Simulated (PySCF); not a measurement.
Consider C$_{7}$H$_{7}$ClO.

Input

```
{"job": {"kind": "uv", "xc": "CAM-B3LYP", "basis": "def2-SVPD", "nstates": 8, "ntriplets": 3}, "charge": 0, "multiplicity": 1}
C      2.630098    -0.870950     1.674824
C      1.997358    -0.641797     0.684816
C      1.185222    -0.356384    -0.471221
C      0.378009     0.965638    -0.458351
C     -0.928932     0.181465    -0.696360
C     -2.053460     0.363814     0.301324
Cl    -2.821968     1.965403     0.094122
C     -0.139972    -1.113392    -0.536327
O     -0.450622    -2.259781    -0.437439
H      3.203613    -1.078349     2.528080
H      1.774161    -0.504174    -1.379991
H      0.643339     1.678247    -1.234607
H      0.403712     1.461921     0.509268
H     -1.317693     0.286910    -1.712150
H     -1.682692     0.319619     1.325565
H     -2.827772    -0.389246     0.156087
```

Command:

```sh
OMP_NUM_THREADS=1 python probes_run.py task.json out
```

Geometry: GFN2-xTB.

All numbers below come from CAM-B3LYP/def2-SVPD, SCF density, gas phase (PySCF).

Question: What can the converged electron density and electron localisation function tell about the bonding?

Answer: C–C (1.20 Å): ρ is about 2.7 e/Å³ halfway; the ELF peaks at about 0.85 between the atoms (a multiple bond).
C–H (1.05 Å): ρ is about 2.1 e/Å³ halfway; the ELF climbs to about 1 towards the hydrogen, as it does in any bond to H: a covalent bond by its length.

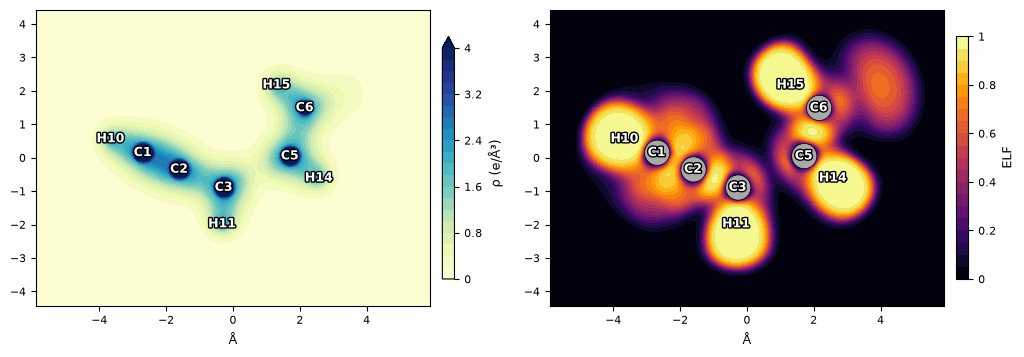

Computed electron density and electron localisation function on the plane of atoms C2, C3 and H11, in this order. Grey discs cover the atomic cores in the ELF map. 
